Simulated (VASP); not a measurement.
Band structure of CoAl (CsCl type). Computed with TPSS meta-GGA, VASP's PBE PAW potentials (set 64) (plane waves; VASP).

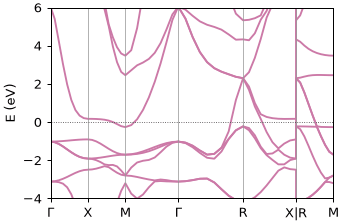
Figure: Bands along high-symmetry lines, zero at the valence-band maximum or, without a gap, the Fermi level

Question: Read the plot: is there a gap, and where are the band edges?

Answer: It has no gap at this level: it comes out as a metal or semimetal.

The compound is CoAl in the CsCl type structure. It was relaxed first. The run is not spin-polarised, so no magnetic state was tried.
